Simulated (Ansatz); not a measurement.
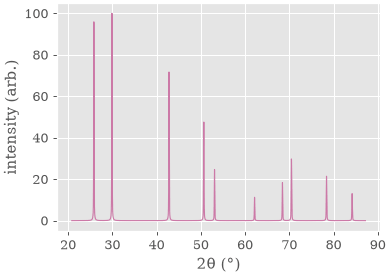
Figure. Simulated powder pattern, Cu Kα, λ = 1.54184 Å

The pattern belongs to a structure relaxed with the program Ansatz at the r²SCAN level (PAW).

Problem. Which of these materials gives this?
A. TiC, rock salt
B. PbS, rock salt
C. AlPt, rock salt
D. AlNi, rock salt

Solution. B, PbS, rock salt

Space group Fm-3m (rock salt). Symmetry was held in the r²SCAN relaxation. Scalar-relativistic: spin–orbit coupling is off unless named, which matters more the heavier the elements.

Potentials: the earlier of the program's two PAW sets.
